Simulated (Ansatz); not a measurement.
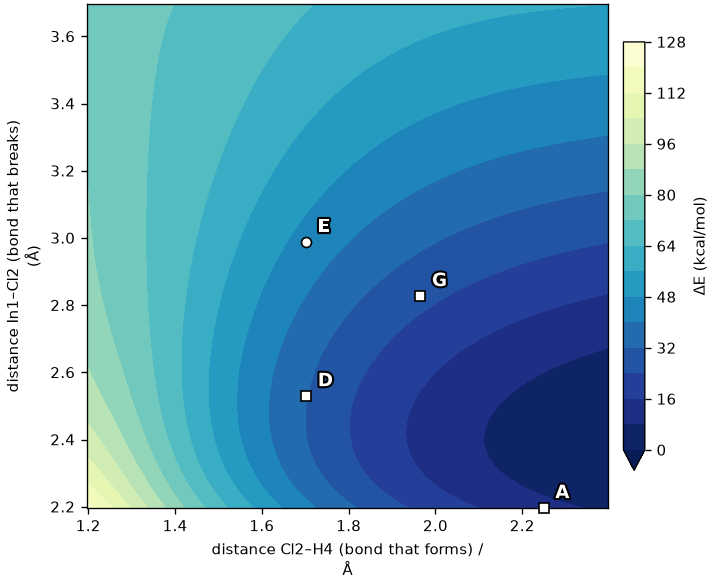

The reacting system CH₄ClInO (fragments CH₄ClInO where the first distance is long, CH₃InO + ClH where the second is long). The first coordinate is: distance Cl2–H4 (bond that forms); the second: distance In1–Cl2 (bond that breaks). Relaxed at each point: all other coordinates. The grid has 11 × 11 points. Points are written as (first, second). Energies are in kcal/mol, from the lowest grid point. The reference is spin-restricted, so regions where a bond is pulled apart into radicals lie too high. Theory: RHF/def2-SVP (Ansatz 0.2.0).

Drawn: filled contours, lettered points. Between grid points the surface is interpolated.

Question: Is E the lowest point of the computed grid?

Answer: No. E lies 45 kcal/mol above the lowest grid point, which is at (2.397 Å, 2.397 Å).

Question: What kind of point is each of D, E, G: minimum, saddle, maximum or slope?

Answer: D: on a slope; E: on a slope; G: on a slope. (In these two coordinates alone; a stationary point may lie a little off the grid point.)
